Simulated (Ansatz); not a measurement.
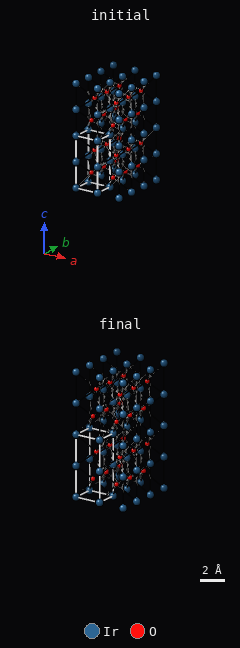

The structure of solid IrO (built on the nickel arsenide type) (coarse preliminary run) before (top) and after (bottom) a relaxation, at one scale.

The picture is a ball-and-stick view of the cell of the calculation, repeated 2 × 3 × 2 with one cell outlined, seen slightly off an axis.

Level of theory: DFT PBE, scalar-relativistic, plane waves, PAW (Ansatz 0.2.0). (plane-wave cutoff 420 eV; k-point mesh 6 × 6 × 4; occupations gaussian; smearing width 0.1 eV; no spin polarisation; cell and atoms relaxed; force threshold 0.05 eV/Å; at most 80 steps)

Describe what moved and what it gained.

Answer. After 8 accepted moves (10 points after the start) the energy has fallen by 1740 meV per atom. All forces vanish by symmetry, so only the cell relaxes. Pressure: 201.37 GPa at the start and −0.12 GPa at the end. The SCF was repeated twice at an unchanged geometry on a basis and grid sized afresh for the cell, which shifted the energy by 81.5 meV per atom at most. No atom moves by more than 0.005 Å relative to the cell. The drawn cell changes as follows: a = b 2.920 → 3.195 Å (+9.4 %), c 4.526 → 5.414 Å (+19.6 %); the volume changes by +43.2 %. Near-neighbour distances that change, for instance: Ir–Ir 2.263 → 2.707 Å, Ir–O 2.031 → 2.288 Å. Among the angles between lasting bonds that change: Ir–O–Ir 67.7° → 72.5°, Ir–O–Ir 92.0° → 88.6°. The space group stays P6_3/mmc (No. 194). The run took 25 s on 1 thread of Intel(R) Xeon(R) Processor @ 2.50GHz (Skylake/Cascade Lake) (shared host), peak memory 0.35 GiB.
